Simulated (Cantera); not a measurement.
A closed system holds: 1 mol LiCl, 0.45 mol H2O, 120 mol H2, 4.6 mol HCl, at 75.0 Torr.

Method: chemical equilibrium by Gibbs-energy minimisation in Cantera with the NASA 1993 tables (ideal gas, pure condensed phases). Candidate condensed phases: H2O, Li, LiCl, LiH, LiOH, Li2O; 25 gas species. Kinetics and transport are ignored.

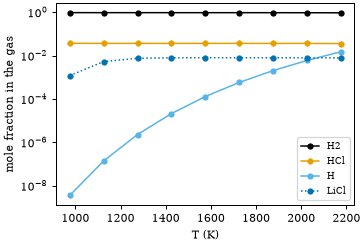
Figure. Equilibrium gas composition (values under 1e-9 drawn at 1e-9)

Task: Read off the mole fractions at 1725 K.

Result: H2 about 0.95, HCl about 0.036, LiCl about 0.0079, H about 0.00057.
